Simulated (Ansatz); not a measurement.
C (diamond)

```yaml
crystal:
  lattice:
    - [0.00000, 1.78014, 1.78014]
    - [1.78014, 0.00000, 1.78014]
    - [1.78014, 1.78014, 0.00000]
  atoms:
    - { symbol: C, position: [0.50000, 0.50000, 0.50000] }
    - { symbol: C, position: [0.75000, 0.75000, 0.75000] }
```

E(V) scan at fixed shape, V₀ the volume above. Symmetry pins the atoms to their sites.

The numbers are results of r2SCAN (plane waves to 500 eV, PAW, scalar-relativistic; Ansatz, a program for electronic structure), not measurements. k mesh 16×16×16 (Γ-centred), Fermi-Dirac smearing 0.05 eV. The energy includes the smearing's −TS. C was relaxed with its symmetry unable to fall. The zero of ΔE is the relaxed starting cell.

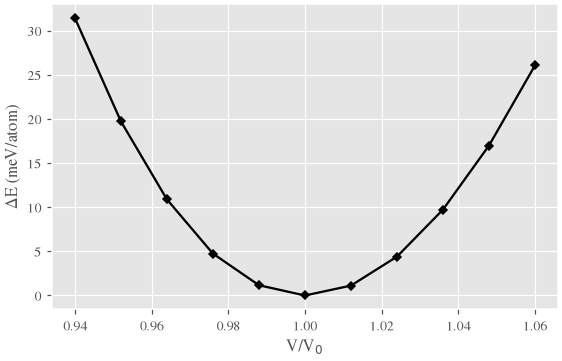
ΔE (meV/atom) against V/V₀; computed points joined by lines.

Problem. What is ΔE at V/V₀ = 1.060?

Solution. About 26 meV/atom.

Problem. What is ΔE at V/V₀ = 0.940?

Solution. About 31 meV/atom.

Problem. What bulk modulus B₀ follows from a third-order Birch-Murnaghan fit?

Solution. About 450 GPa.

(A scan under strain: stresses follow from slopes of the energy per volume, elastic moduli from its curvatures.)
